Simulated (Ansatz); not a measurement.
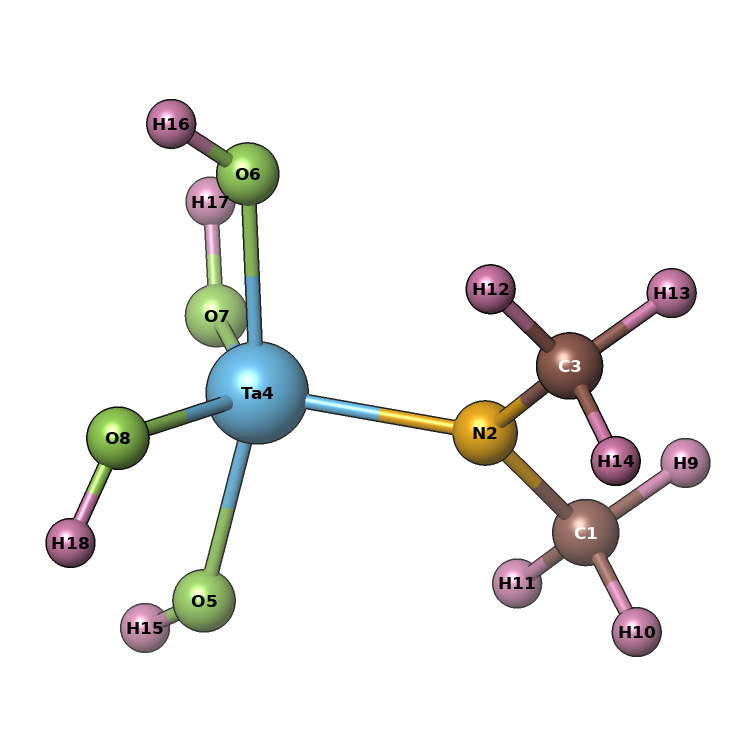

The picture comes from a calculation with Ansatz.

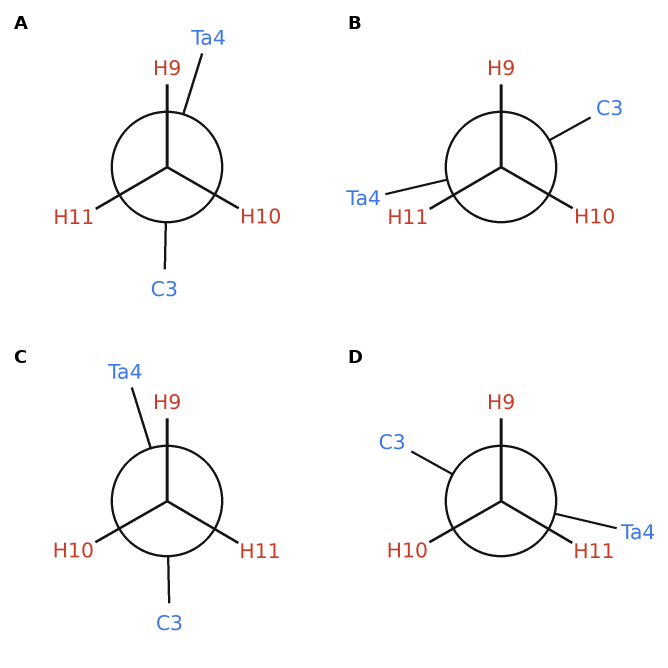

Distant atoms are faded towards the background colour. Bonds that would overlap in a projection are set slightly apart. The species has charge +1 and is a spin doublet. Geometry: the geometry of the neutral molecule. Other spin states may lie lower.

Which Newman projection shows the view along C1–N2, with C1 in front?

Answer. D. The torsion angle H9–C1–N2–Ta4 is 119°, anticlinal.
